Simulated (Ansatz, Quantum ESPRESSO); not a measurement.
# Conductance against width: vacuum gaps between two Li(100) faces, part 3 of 5

Aim: how the conductance falls as the barrier grows, for vacuum gaps between two Li(100) faces.

Quantum ESPRESSO 7.5; plane-wave DFT, LDA, GBRV ultrasoft pseudopotentials; cross-check by Ansatz 0.2.0 with PAW datasets.

So far. Step 2 (SCF with pw.x, 5 Å): The run needed 24 iterations to bring the estimated error under 1e-07 Ry; the largest force on any atom, held or free, is 0.12 eV/Å.

## 4. Cross-check with Ansatz, 5 Å

A second code with its own PAW datasets, on the same atoms.

Level of this step: plane-wave DFT, LDA, Ansatz PAW (Ansatz 0.2.0).

File input.yaml:

```yaml
crystal:
  lattice:
    - [3.44, 0.0, 0.0]
    - [0.0, 3.44, 0.0]
    - [0.0, 0.0, 30.8]
  atoms:
    - { symbol: Li, position: [0.0, 0.0, 0.0] }
    - { symbol: Li, position: [0.5, 0.5, 0.0558441558] }
    - { symbol: Li, position: [0.0, 0.0, 0.1116883117] }
    - { symbol: Li, position: [0.5, 0.5, 0.1675324675] }
    - { symbol: Li, position: [0.0, 0.0, 0.2233766234] }
    - { symbol: Li, position: [0.5, 0.5, 0.2792207792] }
    - { symbol: Li, position: [0.0, 0.0, 0.3350649351] }
    - { symbol: Li, position: [0.5, 0.5, 0.3909090909] }
    - { symbol: Li, position: [0.0, 0.0, 0.5532467532] }
    - { symbol: Li, position: [0.5, 0.5, 0.6090909091] }
    - { symbol: Li, position: [0.0, 0.0, 0.6649350649] }
    - { symbol: Li, position: [0.5, 0.5, 0.7207792208] }
    - { symbol: Li, position: [0.0, 0.0, 0.7766233766] }
    - { symbol: Li, position: [0.5, 0.5, 0.8324675325] }
    - { symbol: Li, position: [0.0, 0.0, 0.8883116883] }
    - { symbol: Li, position: [0.5, 0.5, 0.9441558442] }
kpoints:
  mp_grid: { grid: [7, 7, 1] }
hamiltonian:
  xc: lda
scf:
  occupations: { method: fermi_dirac, width: 0.1 }
  convergence: { dr2_threshold: 1.0e-08 }
output:
  transmission: { leads: [[0, 2]], e_range: [-0.4, 0.4], de: 0.4, kmesh: [8, 8] }
  write_potential: true
  write_density: true
  volumetric_format: npy
  elf: true
```

Command:

```sh
$ ansatz run input.yaml --threads 4 --pin off --max-ram 8192MiB --backend cpu --events-out ev --progress --plain --runs-dir out
```

Log:

```text
Engine: ansatz 0.2.0, aarch64-unknown-linux-gnu
Pseudopotentials: kind: paw
Pseudopotential: Li, paw, valence charge 3, recommended cutoff 420 eV (normal), Li.paw.azcp
Functional definition: SPW92
  exchange = slater_x
  correlation = pw_c
Crystal: 16 atoms, lattice volume = 364.475 Å³
Basis set: ecut = 420 eV, 7099 PW (Γ)
Bands: 40, of which v1, the nominal top of the filled ones, is band 24 counted from 1 (23 counted from 0)
Symmetry: 16 space group operations
Space group: P4/nmm (ITA 129), of the structure as read, at distance tolerance 7.1e-5 Å
k-points: 10 of 49
Non-local potential: Li, projectors of the file, l = 0: 3, l = 1: 2, l = 2: 1
PAW form: soft (Blöchl's): semilocal exchange-correlation on the pseudo side does not see the compensation charge
PAW one-centre angular grid: Li, 110 points (default); XC on 64 Gauss nodes
Initial density: superposition of atomic densities (neutral atoms: chi_scale 0, normalization atom), corrected by the library's trained network
Initial wavefunctions: pseudopotential atomic-orbital guess
Functional: x = slater, c = lda
SCF iter   1: F=—  HF=-3225.616741 eV  |F-HF|=—  |Δ(HF+E_count)|=         —  Δρ=4.23e-3  dr2=6.31e-2  ethr=1.77e-3  ⟨swp⟩=11.1  Hψ=2436  notcnv=0  defer=10
preconditioner: auto → LDOS  [metal: Δε(μ)=0.031 eV  Ē_g=3.743 eV  σ=0.100 eV  W_gap=0.08  n_scr=46 (ndim 8)  ℏωp=7.8 eV  f_vac=0.042  D(μ)=8.88/eV (n_scr^D=64)  β→1.0]
SCF iter   2: F=—  HF=-3225.549388 eV  |F-HF|=—  |Δ(HF+E_count)|=   6.74e-2  Δρ=1.03e-3  dr2=7.00e-3  ethr=1.32e-4  ⟨swp⟩=2.1  Hψ=849  notcnv=0  defer=21
SCF iter   3: F=—  HF=-3225.545638 eV  |F-HF|=—  |Δ(HF+E_count)|=   3.75e-3  Δρ=1.86e-4  dr2=8.14e-4  ethr=1.46e-5  ⟨swp⟩=2.0  Hψ=538  notcnv=0  defer=21
SCF iter   4: F=—  HF=-3225.545654 eV  |F-HF|=—  |Δ(HF+E_count)|=   1.64e-5  Δρ=3.97e-5  dr2=5.90e-5  ethr=1.69e-6  ⟨swp⟩=1.0  Hψ=378  notcnv=0  defer=21
SCF iter   5: F=—  HF=-3225.545657 eV  |F-HF|=—  |Δ(HF+E_count)|=   2.59e-6  Δρ=1.36e-5  dr2=3.23e-6  ethr=1.23e-7  ⟨swp⟩=1.0  Hψ=378  notcnv=0  defer=21
SCF iter   6: F=—  HF=-3225.545685 eV  |F-HF|=—  |Δ(HF+E_count)|=   2.85e-5  Δρ=2.01e-6  dr2=6.30e-8  ethr=6.72e-9  ⟨swp⟩=2.0  Hψ=425  notcnv=0  defer=21
SCF iter   7: F=-3225.545685 eV  HF=-3225.545685 eV  |F-HF|=5.01e-9  |Δ(HF+E_count)|=   6.45e-9  Δρ=6.73e-7  dr2=8.01e-9  ethr=2.08e-11  ⟨swp⟩=9.2  Hψ=1172  notcnv=0
SCF 1 converged in 7 iterations: F = -3225.545685 eV  dr2 = 8.01e-9
  greatest PAW one-centre occupation: 1.000 electrons in one spin orbital (limit 2), on the Li atom at site 9 (counted from 0), in its partial waves of l = 0
transmission: 60 of 585 steps passed
transmission: 117 of 585 steps passed
[...]
transmission: 585 of 585 steps passed
SCF converged after 7 iterations
Free energy (F): -3225.545685 eV
Harris-Foulkes:  -3225.545685 eV  (|F-HF|=5.01e-9)
Internal energy: -3225.252270 eV  (E = F + TS)
E sigma→0 (E₀):  -3225.398977 eV
Entropy (-TS):   -0.293416 eV (-18.338 meV/atom)
Fermi energy:    0.542281 eV
--- Per-component energies (eV) ---
  E_band       = -1457.799458
  E_kinetic    = 336.925363
  E_local      = -3156.452997  (includes V_loc(G=0)·N_el)
  E_nonlocal   = -529.616541
  E_hartree    = 1137.798482
  E_xc         = -155.948342
  E_vxc        = -203.211205  (∫ρ·V_xc dr)
  E_paw        = -295.358466  (= ΣΔE_a)
  E_vpaw       = -181.038862  (= ΣTr[D̂ρ^β])
  E_aug_tail   = 0.000107  (compensation charges beyond the density's cutoff)
  E_ewald      = -562.599876
  E_smearing   = -0.293416  (= −TS)
  E_closure    = -0.000000  (closes the sum)
  Σ components = -3225.545685   (vs F -3225.545685, Δ=0.00e0)
--- Band table (eV; the first three rows and the last of 10) ---
  k-point 0: bands = [... 20 lower, -2.2002, -1.8020, -1.4550, -0.8629, -0.5415, 0.3285, 0.4901, 1.7166, ... 12 higher]
  k-point 1: bands = [... 20 lower, -2.0105, -1.6156, -1.2659, -0.6830, -0.3521, 0.4936, 0.6710, 1.8467, ... 12 higher]
  k-point 2: bands = [... 20 lower, -1.4427, -1.0615, -0.7113, -0.1685, 0.1736, 0.8946, 1.0937, 1.8380, ... 12 higher]
  k-point 9: bands = [... 20 lower, 0.9300, 1.0551, 1.1555, 1.2537, 1.5476, 1.5660, 1.9175, 1.9793, ... 12 higher]
--- Transmission ---
  basis      : 101 plane waves across, 39 finite elements along
  points     : 15, standing for a mesh of 8 x 8
  energies   : 3 from -0.400000 to 0.400000 eV about the Fermi level, 0.400000 eV apart; the leads are filled to 0.000000 eV, and channels, transmission and decay are at 0.000000 eV
  crystal 0  : Li2, at the sites [0, 2], period 3.4400 Å, over 27.52 Å; its Hamiltonian steps by up to 11.3 meV
    offset         : up to 0.0000 Å between an atom of the period and one for which it stands
    channels       : 1.203125e0 a spin
    conductance    : none, the energies end too early or step too widely for 300 K: set another output.transmission.e_range or a lower de, or, where they end at an eighth of basis.ecutwfc, a higher one
    slowest decay  : 0.2428 /Å at (0.5000, 0.5000)
  junction   : crystal 0 to crystal 0, -0.16 to 27.20 Å
    transmission   : 2.420659e-1 a spin
    conductance    : none, the energies end too early or step too widely for 300 K: set another output.transmission.e_range or a lower de, or, where they end at an eighth of basis.ecutwfc, a higher one
```

Elapsed: 12 s, on 4 threads of Arm Neoverse V2, shared host; peak memory 0.71 GiB; 39 s of CPU time.

Read from the output:

- free energy: -3225.5457 eV
- energy at zero smearing: -3225.3990 eV
- smearing term TS: 0.2934 eV
- Fermi energy: 0.5423 eV
- symmetry operations: 16
- transmission at the Fermi level, one spin: 0.2421
- step of the lead's Hamiltonian over a period: 11.3 meV

Per spin; mean over the k mesh across the current. Table of transmission, zone mean by energy, zero at the Fermi level:

```
energy (eV)  transmission, zone mean
     -0.400                    0.162
      0.000                    0.242
      0.400                    0.354
```

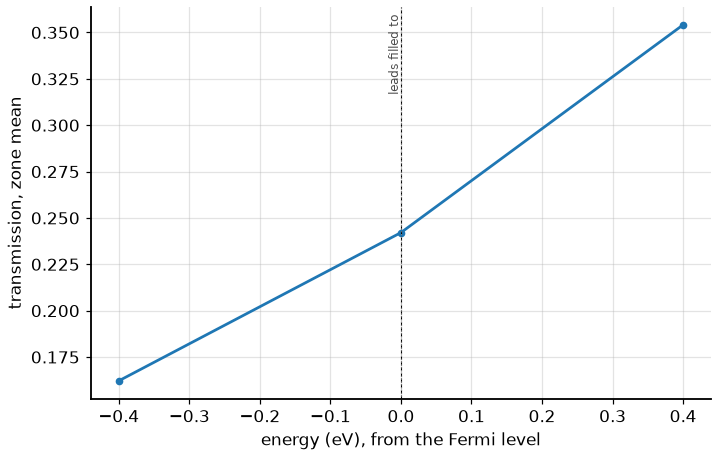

Transmission, zone mean, plotted against energy.

Per spin; mean over the k mesh across the current. Open channels, zone mean against energy, zero at the Fermi level:

```
energy (eV)  open channels, zone mean
     -0.400                      1.08
      0.000                      1.20
      0.400                      1.36
```

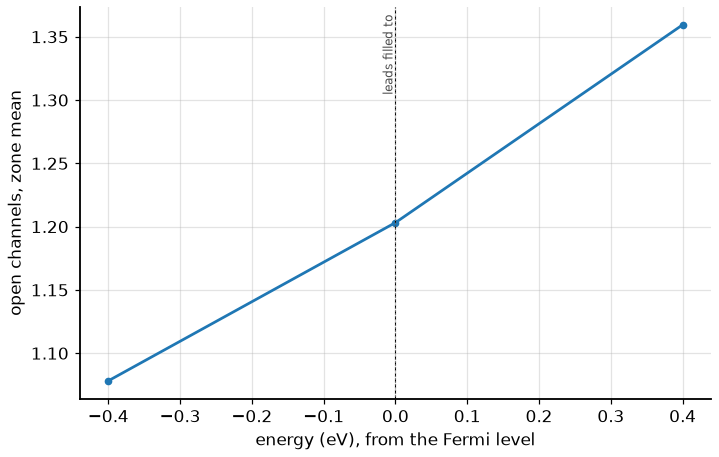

Open channels, zone mean against energy.

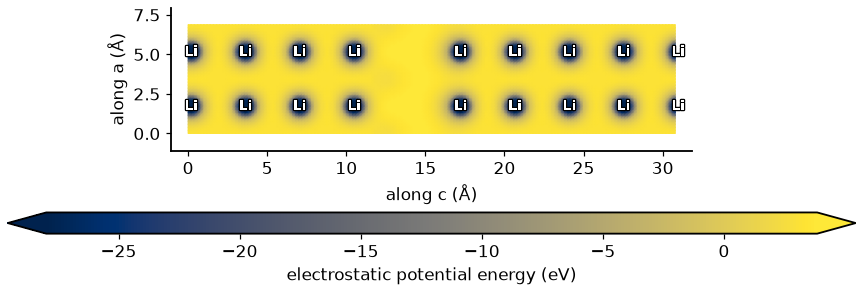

Electrostatic potential energy in the ca plane at fractional y = 0.000, with atoms of Li within 0.2 Å of it. With pseudopotentials it is smooth inside the atoms' cores, unlike the true potential. The map starts off the cell's origin, so that atoms lie inside it.

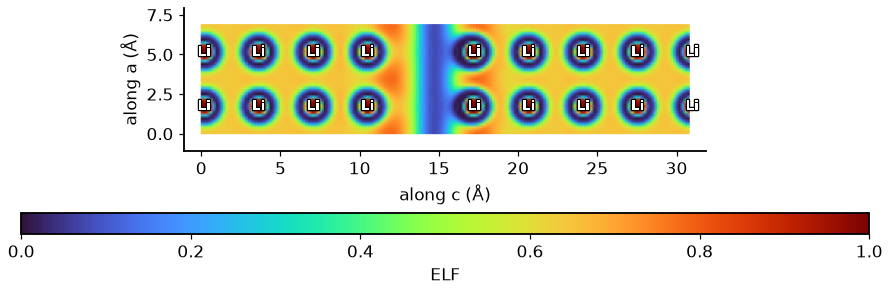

ELF in the ca plane at fractional y = 0.000, with atoms of Li within 0.2 Å of it. It is the smooth field of the valence electrons, not physical close to the nuclei. The map starts off the cell's origin, so that atoms lie inside it.

Ansatz finds T = 0.242 against pwcond's 0.242.

## 5. Self-consistent run, 6 Å

Level of this step: plane-wave DFT, LDA, GBRV ultrasoft pseudopotentials (Quantum ESPRESSO 7.5).

File j1.scf.in:

```
&control
  prefix = 'j1.scf'
  outdir = './out'
  pseudo_dir = './pseudo'
  calculation = 'scf'
  tprnfor = .true.
/
&system
  ibrav = 0
  nat = 16
  ntyp = 1
  ecutwfc = 40
  ecutrho = 200
  occupations = 'smearing'
  smearing = 'mv'
  degauss = 0.01
/
&electrons
  conv_thr = 1e-07
  mixing_beta = 0.25
  electron_maxstep = 120
  mixing_mode = 'local-TF'
/
ATOMIC_SPECIES
  Li  6.9400  li_lda_v1.4.uspp.F.UPF
CELL_PARAMETERS angstrom
  3.44000000000000 0.00000000000000 0.00000000000000
  0.00000000000000 3.44000000000000 0.00000000000000
  0.00000000000000 0.00000000000000 31.80000000000000
ATOMIC_POSITIONS crystal
  Li  0.000000000000 0.000000000000 0.000000000000
  Li  0.500000000000 0.500000000000 0.054088050314
  Li  0.000000000000 0.000000000000 0.108176100629
  Li  0.500000000000 0.500000000000 0.162264150943
  Li  0.000000000000 0.000000000000 0.216352201258
  Li  0.500000000000 0.500000000000 0.270440251572
  Li  0.000000000000 0.000000000000 0.324528301887
  Li  0.500000000000 0.500000000000 0.378616352201
  Li  0.000000000000 0.000000000000 0.567295597484
  Li  0.500000000000 0.500000000000 0.621383647799
  Li  0.000000000000 0.000000000000 0.675471698113
  Li  0.500000000000 0.500000000000 0.729559748428
  Li  0.000000000000 0.000000000000 0.783647798742
  Li  0.500000000000 0.500000000000 0.837735849057
  Li  0.000000000000 0.000000000000 0.891823899371
  Li  0.500000000000 0.500000000000 0.945911949686
K_POINTS automatic
  7 7 1 0 0 0
```

Command:

```sh
$ OMP_NUM_THREADS=1 mpirun -n 4 pw.x -nk 2 -in j1.scf.in > j1.scf.out
```

Log:

```text
[banner, memory and clock lines left out]
Program PWSCF v.7.5 starts
[...]
Message from routine setup:
[...]
number of electrons       =        48.00
     number of Kohn-Sham states=           29
     kinetic-energy cutoff     =      40.0000  Ry
     charge density cutoff     =     200.0000  Ry
[...]
number of k points=    10  Marzari-Vanderbilt smearing, width (Ry)=  0.0100
[...]
Dense  grid:   121487 G-vectors     FFT dimensions: (  30,  30, 288)
[...]
Starting wfcs are   80 randomized atomic wfcs
[...]
estimated scf accuracy    <       3.17752490 Ry
[...]
estimated scf accuracy    <       2.11628414 Ry
[...]
estimated scf accuracy    <       0.14870688 Ry
[...]
estimated scf accuracy    <       0.09343752 Ry
[...]
estimated scf accuracy    <       0.01144658 Ry
[...]
estimated scf accuracy    <       0.10315486 Ry
[...]
estimated scf accuracy    <       0.07025893 Ry
[...]
estimated scf accuracy    <       0.04521353 Ry
[...]
estimated scf accuracy    <       0.02904097 Ry
[...]
estimated scf accuracy    <       0.00908122 Ry
[...]
estimated scf accuracy    <       0.00024429 Ry
[...]
estimated scf accuracy    <       0.00079059 Ry
[...]
estimated scf accuracy    <       0.00095986 Ry
[...]
estimated scf accuracy    <       0.00208542 Ry
[...]
estimated scf accuracy    <       0.00281700 Ry
[...]
estimated scf accuracy    <       0.00303866 Ry
[...]
estimated scf accuracy    <       0.00275895 Ry
[...]
estimated scf accuracy    <       0.00152439 Ry
[...]
estimated scf accuracy    <       0.00019538 Ry
[...]
estimated scf accuracy    <       0.00007971 Ry
[...]
estimated scf accuracy    <       0.00000913 Ry
[...]
estimated scf accuracy    <       0.00000110 Ry
[...]
estimated scf accuracy    <       0.00000026 Ry
[...]
estimated scf accuracy    <       0.00000021 Ry
[...]
estimated scf accuracy    <       0.00000012 Ry
[...]
estimated scf accuracy    <       0.00000042 Ry
[...]
the Fermi energy is     0.3560 ev
!    total energy              =    -228.65219012 Ry
     estimated scf accuracy    <       0.00000002 Ry
     smearing contrib. (-TS)   =       0.00044630 Ry
     internal energy E=F+TS    =    -228.65263642 Ry
[...]
one-electron contribution =    -281.48151557 Ry
     hartree contribution      =     120.08331225 Ry
     xc contribution           =     -50.69593059 Ry
     ewald contribution        =     -16.55850251 Ry
     convergence has been achieved in  27 iterations
[...]
Total force =     0.006597     Total SCF correction =     0.000208
[...]
```

Run time: 38 s. Hardware: 4 MPI ranks; peak memory 0.47 GiB; 2.5 min of CPU time.

Read from the output:

```
free energy  : -3110.9715 eV
Fermi energy : 0.356 eV
```

## 6. Transmission with pwcond.x, 6 Å

File j1.cond.in:

```
&inputcond
  outdir = './out'
  prefixt = 'j1.scf'
  tran_file = 'j1.cond.dat'
  bdl = 2.0000000000
  bds = 9.2441860465
  ikind = 1
  ewind = 4.0
  epsproj = 1e-05
  nz1 = 7
  energy0 = 0.4
  denergy = -0.4
/
15
  0.00000000 0.00000000 0.01562500
  0.00000000 0.12500000 0.06250000
  0.00000000 0.25000000 0.06250000
  0.00000000 0.37500000 0.06250000
  0.00000000 0.50000000 0.03125000
  0.12500000 0.12500000 0.06250000
  0.12500000 0.25000000 0.12500000
  0.12500000 0.37500000 0.12500000
  0.12500000 0.50000000 0.06250000
  0.25000000 0.25000000 0.06250000
  0.25000000 0.37500000 0.12500000
  0.25000000 0.50000000 0.06250000
  0.37500000 0.37500000 0.06250000
  0.37500000 0.50000000 0.06250000
  0.50000000 0.50000000 0.01562500
3
```

Command:

```sh
$ OMP_NUM_THREADS=1 mpirun -n 4 pwcond.x -in j1.cond.in > j1.cond.out
```

Log:

```text
[banner, memory and clock lines left out]
Program PWCOND v.7.5 starts
[citation notice left out]

[...]
./out/j1.scf.save/

     IMPORTANT: XC functional enforced from input :
     Exchange-correlation= PZ
                           (   1   1   0   0   0   0   0)
     Any further DFT definition will be discarded
     Please, verify this is what you really want

     Reading collected, re-writing distributed wavefunctions

===== INPUT FILE containing all the regions =====

     GEOMETRY:

     lattice parameter (alat)  =       6.5007  a.u.
[...]
Nchannels of the left tip =            0
 Right moving states:
   k1(2pi/a)   k2(2pi/a)   E-Ef (eV)
 Left moving states:
   k1(2pi/a)   k2(2pi/a)   E-Ef (eV)

 to transmit
          E-Ef(ev), T =    0.0000000   0.0000000
---  E-Ef =   -0.4000000  k =    0.5000000   0.5000000
---  ie =          3  ik =         15
 Nchannels of the left tip =            0
 Right moving states:
   k1(2pi/a)   k2(2pi/a)   E-Ef (eV)
 Left moving states:
   k1(2pi/a)   k2(2pi/a)   E-Ef (eV)

 to transmit
          E-Ef(ev), T =   -0.4000000   0.0000000
   T_tot     0.40000      0.30495E+00
   T_tot     0.00000      0.17744E+00
   T_tot    -0.40000      0.96209E-01

[...]
```

It took 22 s on 4 MPI ranks; peak memory 0.23 GiB; 89 s of CPU time.

Read from the output:

* transmission at the Fermi level, one spin: 0.08872
* conductance: 0.08872 G₀

Per spin; mean over the k mesh across the current. The transmission, zone mean by energy, zero at the Fermi level:

```
energy (eV)  transmission, zone mean
     -0.400                   0.0481
      0.000                   0.0887
      0.400                    0.152
```

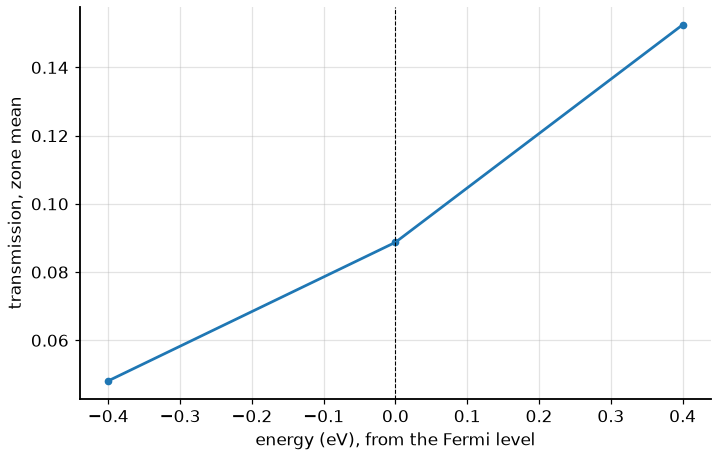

Transmission, zone mean against energy.

T goes from 0.242 to 0.0887, a factor of 2.7.

## 7. The same in Ansatz, 6 Å

Level of this step: plane-wave DFT, LDA, Ansatz PAW (Ansatz 0.2.0).

File input.yaml:

```yaml
crystal:
  lattice:
    - [3.44, 0.0, 0.0]
    - [0.0, 3.44, 0.0]
    - [0.0, 0.0, 31.8]
  atoms:
    - { symbol: Li, position: [0.0, 0.0, 0.0] }
    - { symbol: Li, position: [0.5, 0.5, 0.0540880503] }
    - { symbol: Li, position: [0.0, 0.0, 0.1081761006] }
    - { symbol: Li, position: [0.5, 0.5, 0.1622641509] }
    - { symbol: Li, position: [0.0, 0.0, 0.2163522013] }
    - { symbol: Li, position: [0.5, 0.5, 0.2704402516] }
    - { symbol: Li, position: [0.0, 0.0, 0.3245283019] }
    - { symbol: Li, position: [0.5, 0.5, 0.3786163522] }
    - { symbol: Li, position: [0.0, 0.0, 0.5672955975] }
    - { symbol: Li, position: [0.5, 0.5, 0.6213836478] }
    - { symbol: Li, position: [0.0, 0.0, 0.6754716981] }
    - { symbol: Li, position: [0.5, 0.5, 0.7295597484] }
    - { symbol: Li, position: [0.0, 0.0, 0.7836477987] }
    - { symbol: Li, position: [0.5, 0.5, 0.8377358491] }
    - { symbol: Li, position: [0.0, 0.0, 0.8918238994] }
    - { symbol: Li, position: [0.5, 0.5, 0.9459119497] }
kpoints:
  mp_grid: { grid: [7, 7, 1] }
hamiltonian:
  xc: lda
scf:
  occupations: { method: fermi_dirac, width: 0.1 }
  convergence: { dr2_threshold: 1.0e-08 }
output:
  transmission: { leads: [[0, 2]], e_range: [-0.4, 0.4], de: 0.4, kmesh: [8, 8] }
  write_potential: true
  write_density: true
  volumetric_format: npy
```

Command:

```sh
$ ansatz run input.yaml --threads 4 --pin off --max-ram 8192MiB --backend cpu --events-out ev --progress --plain --runs-dir out
```

Log:

```text
[...]
Crystal: 16 atoms, lattice volume = 376.308 Å³
Basis set: ecut = 420 eV, 7351 PW (Γ)
Bands: 40, of which v1, the nominal top of the filled ones, is band 24 counted from 1 (23 counted from 0)
Symmetry: 16 space group operations
[...]
k-points: 10 of 49
[...]
k-point 9: bands = [... 20 lower, 0.8274, 0.9509, 1.0565, 1.1517, 1.4398, 1.4528, 1.8177, 1.8860, ... 12 higher]
--- Transmission ---
  basis      : 101 plane waves across, 40 finite elements along
  points     : 15, standing for a mesh of 8 x 8
[...]
channels       : 1.203125e0 a spin
[...]
slowest decay  : 0.2449 /Å at (0.5000, 0.5000)
  junction   : crystal 0 to crystal 0, -0.16 to 28.20 Å
    transmission   : 8.893241e-2 a spin
[...]
[key lines of the parts left out:]
SCF converged after 7 iterations
Free energy (F): -3225.493959 eV
Fermi energy:    0.435804 eV
```

It took 12 s on 4 threads; peak memory 0.75 GiB.

Numbers from this step:

| Property | Result |
| --- | --- |
| free energy | -3225.4940 eV |
| energy at zero smearing | -3225.3452 eV |
| smearing term TS | 0.2974 eV |
| Fermi energy | 0.4358 eV |
| transmission at the Fermi level, one spin | 0.08893 |
| step of the lead's Hamiltonian over a period | 11.6 meV |

Per spin; mean over the k mesh across the current. The transmission, zone mean by energy, zero at the Fermi level:

```
energy (eV)  transmission, zone mean
     -0.400                   0.0484
      0.000                   0.0889
      0.400                    0.152
```

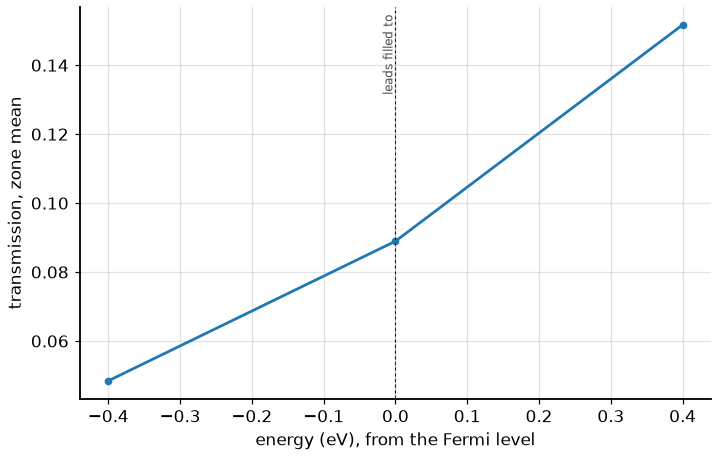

Transmission, zone mean, plotted against energy.

Ansatz finds T = 0.0889 against pwcond's 0.0887.

(Part 3 of 5 ends here.)

[Logs are printed without paths, hosts, clocks, repeated set-up lines and the standing remarks that a program may print on its own settings, such as how far it seeks lower states.]

[Hosts, paths, dates, database ids (printed as entryN), source tags and the programs' standing remarks are cut or masked in the printed files.]

[Maps of the electrostatic potential energy from Ansatz leave out the sawtooth potential of an applied field or a dipole correction, so their vacuum need not be flat; planar profiles and work functions include it.]
